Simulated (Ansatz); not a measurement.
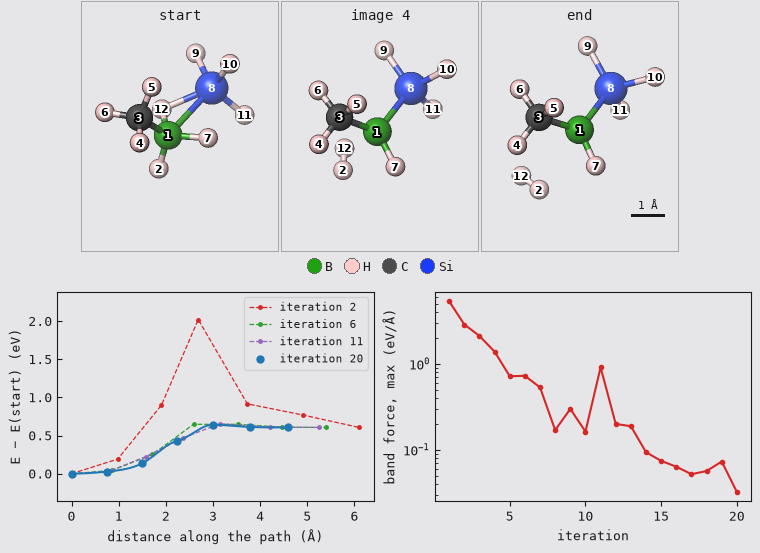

A nudged-elastic-band calculation for CH9BSi. Images are numbered from 0 (start) to 6 (end). The plot follows the band through its iterations. The picture is a ball-and-stick view, seen from a free direction.

Level of theory: RKS PBE/6-31G* (Ansatz). Settings: 5 movable images; climbing image; force threshold 0.05 eV/Å; iteration limit 60; starting path through a guess of the saddle point.

Q: Did the band converge, and can the barrier be trusted?

A: The result is final at these settings. The band converged in 20 iterations. The largest component of the band force went from 5.3 to 0.032 eV/Å. The climbing image converged on the top of the path. Its vibrational analysis gives one imaginary mode (281i cm⁻¹), as a transition state must have. The first iteration put the highest image at 3.61 eV. The energy climbs by 0.64 eV to image 4 and then falls by 0.04 eV, so the end point sits at +0.61 eV.

Cost: 3 min on 1 thread of Arm Neoverse V2 (shared host), peak memory 0.11 GiB.
